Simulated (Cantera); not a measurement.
Charge: 1 mol AlCl3, 1.6 mol N2O, 6.1 mol H2, 0.027 mol H2O, equilibrated at 52.0 mbar.

Method: chemical equilibrium by Gibbs-energy minimisation in Cantera with the NASA 1993 tables (ideal gas, pure condensed phases). Candidate condensed phases: Al, AlCl3, AlN, Al2O3, H2O, NH4Cl; 45 gas species. The tables' values for AlCl2, AlOH are old estimates; treat these amounts as uncertain. Condensed phases not in the tables: AlOCl. Equilibrium is a limit: real reactors are often held back by kinetics, nucleation or transport.

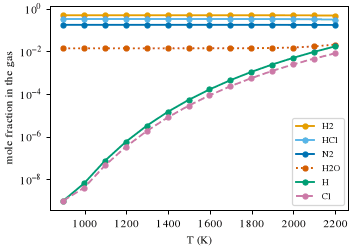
Equilibrium gas composition (values under 1e-9 drawn at 1e-9)

From 898 K to 2198 K the condensed part is Al2O3(s).
